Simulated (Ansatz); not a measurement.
# Fields on a plane of CsPbBr3 (cubic perovskite)

```xyz
5
Lattice="5.9376 0.0000 0.0000 0.0000 5.9376 0.0000 0.0000 0.0000 5.9376" Properties=species:S:1:pos:R:3 pbc="T T T"
Cs     0.0000     0.0000     0.0000
Pb     2.9688     2.9688     2.9688
Br     0.0000     2.9688     2.9688
Br     2.9688     2.9688     0.0000
Br     2.9688     0.0000     2.9688
```

The slice is a {110} plane (indices of the conventional cell) through the point (0.500, 0.500, 0.000) (fractional), spanned by u = [100] and v = [011] in vectors of this cell: u (5.94 Å) and v (8.40 Å, at 90° to u). It covers one period; positions are fractions (u, v).

Atoms on it: Br at (0.00, 0.00); Br at (0.00, 0.50).

All values below come from r2SCAN (plane waves to 500 eV, PAW, scalar-relativistic; Ansatz, a quantum-chemistry and plane-wave program). k mesh 6×6×6. Inside the PAW spheres the values are not all-electron values, and peaks at nuclei hang on which shells count as valence. CsPbBr3 was relaxed with its symmetry unable to fall. Spin-orbit coupling is left out, though Pb is heavy. This is a high-temperature form of CsPbBr3.

```
|6655442200000000000000000000000000224455|
|9988441100000000000000000000000000114488|
|6655221100000000000000000000000000112255|
|2222110000000000000000000000000000001122|
|0000000000000000000000000000000000000000|
|0000000000000000000000000000000000000000|
|0000000000000000000000000000000000000000|
|0000000000000000000000000000000000000000|
|0000000000000000000000000000000000000000|
|2222110000000000000000000000000000001122|
|6655221100000000000000000000000000112255|
|9988441100000000000000000000000000114488|
|6655442200000000000000000000000000224455|
|0011221100000000000000000000000000112211|
|6655442200000000000000000000000000224455|
|9988441100000000000000000000000000114488|
|6655221100000000000000000000000000112255|
|2222110000000000000000000000000000001122|
|0000000000000000000000000000000000000000|
|0000000000000000000000000000000000000000|
|0000000000000000000000000000000000000000|
|0000000000000000000000000000000000000000|
|0000000000000000000000000000000000000000|
|2222110000000000000000000000000000001122|
|6655221100000000000000000000000000112255|
|9988441100000000000000000000000000114488|
|6655442200000000000000000000000000224455|
|0011221100000000000000000000000000112211|
```
Scale: ten equal steps from 0.000 (start of '0') to 0.127 (end of '9'), in the order '0123456789'. Values: density of the highest valence band (whole band, smooth part) in e/Å³. The map has 20 points along u (two characters each, u = 0 at the left) and 28 along v (v = 0 in the bottom row). 

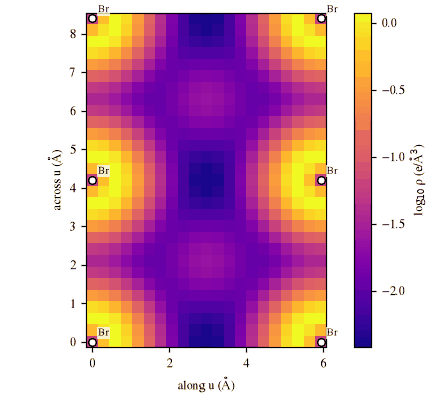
Fig. 1. Log₁₀ of the valence density in e/Å³, one period of the plane, atoms marked. The scale is logarithmic, as a density can span decades between atoms and voids.
